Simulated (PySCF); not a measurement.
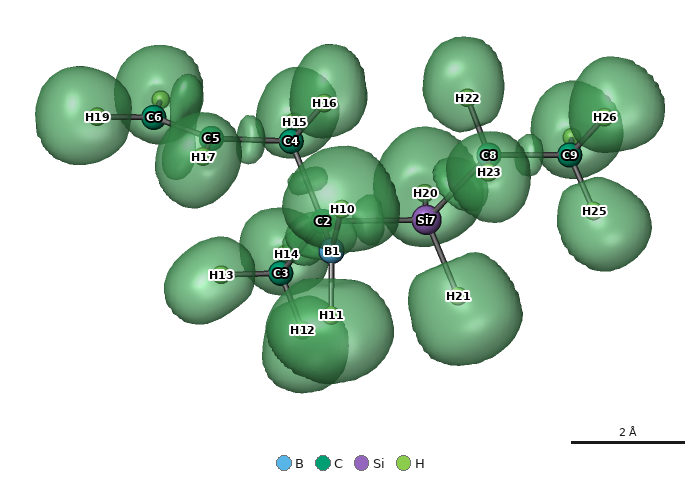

*C7H17BSi. Isosurface of the ELF at 0.85 (green), seen across its widest extent. Only the valence region is drawn (cores and ρ < 0.01 e/Å³ removed).*

Geometry: GFN2-xTB.

Method: PBE0/pcSseg-1, SCF density, gas phase, non-relativistic (PySCF).

Input

```
{"job": {"kind": "nmr", "xc": "PBE0", "basis": "pcSseg-1"}, "charge": 0, "multiplicity": 1}
B     -0.497624    -1.226406     1.405003
C     -0.530106    -0.655704    -0.032175
C     -1.059487    -1.600395    -1.113393
C     -1.207846     0.718338    -0.185315
C     -2.672199     0.614818     0.100499
C     -3.633339     0.923706    -0.749693
Si     1.366827    -0.428339    -0.381656
C      2.225985     0.776035     0.811708
C      3.707471     0.936177     0.490461
H     -0.499313    -0.510201     2.332850
H     -0.415965    -2.381614     1.578924
H     -0.585151    -2.575622    -1.044047
H     -2.134075    -1.736024    -0.998047
H     -0.880473    -1.203360    -2.112409
H     -1.059424     1.113460    -1.194410
H     -0.767295     1.421221     0.526944
H     -2.912481     0.233861     1.085749
H     -3.417270     1.295243    -1.738644
H     -4.676255     0.825949    -0.497842
H      1.457454     0.103788    -1.753197
H      2.053867    -1.727500    -0.349432
H      1.750833     1.757559     0.770528
H      2.121221     0.424889     1.839446
H      3.840858     1.302917    -0.524097
H      4.220523    -0.018540     0.572011
H      4.182220     1.638359     1.173509
```

Launched as:

```sh
OMP_NUM_THREADS=1 python probes_run.py task.json out
```

**What do the ELF domains correspond to?**

At this value the surface marks out one region between bonded B–C atoms (shared pairs), five regions between bonded C–C atoms (shared pairs), two regions between bonded C–Si atoms (shared pairs) and 17 regions around hydrogen nuclei. Profiles from the grid: C–C (1.32 Å): the ELF peaks at about 0.90 between the atoms (a multiple bond). C–B (1.55 Å): the ELF peaks at about 0.95 between the atoms (localised, covalent bonding).
